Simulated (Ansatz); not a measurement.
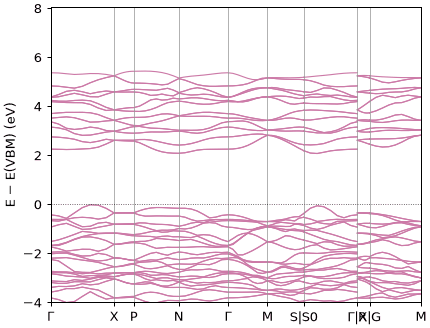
*Band structure from plane-wave PAW PBE with spin–orbit coupling (Ansatz code)*

The gap is 2.05 eV; an edge lies off the plotted path or next to a special point (maximum off the standard path, minimum off the standard path).

The material is VBiO4 in space group I4_1/a (No. 88; Bi on 4a, V on 4b, O on 16f).

Symmetry was held in the PBE relaxation. The workflow began spin-polarised and lost its moments. No Hubbard U is applied.

Potentials: the later of the program's two PAW sets.
